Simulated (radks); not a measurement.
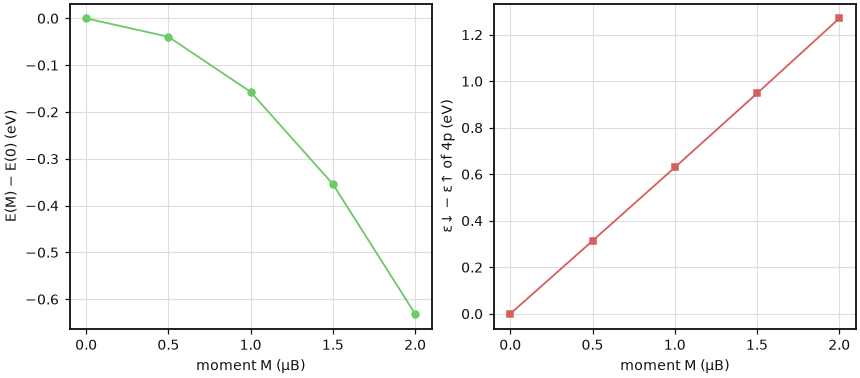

For Se in [Ar] 3d10 4s2 4p4, the spin moment of the 4p shell is fixed at a series of values. Method: non-relativistic Kohn-Sham, LDA (Slater exchange, Perdew-Wang correlation), spin-polarised, spherical densities, point nucleus; computed with the in-house radial solver radks. The plot shows the energy and the exchange splitting.

### What is the spin-polarisation energy, and which exchange integral follows?

The energy falls with the moment, to −0.631 eV at M = 2 μB, the largest moment run, in line with Hund's first rule (at fractional spins the functional's fractional-spin error adds to the fall). A fit E = −I M²/4 gives an exchange integral I of about 0.63 eV, and the exchange splitting grows nearly in proportion to M, to 1.27 eV (0.64 eV per μB).
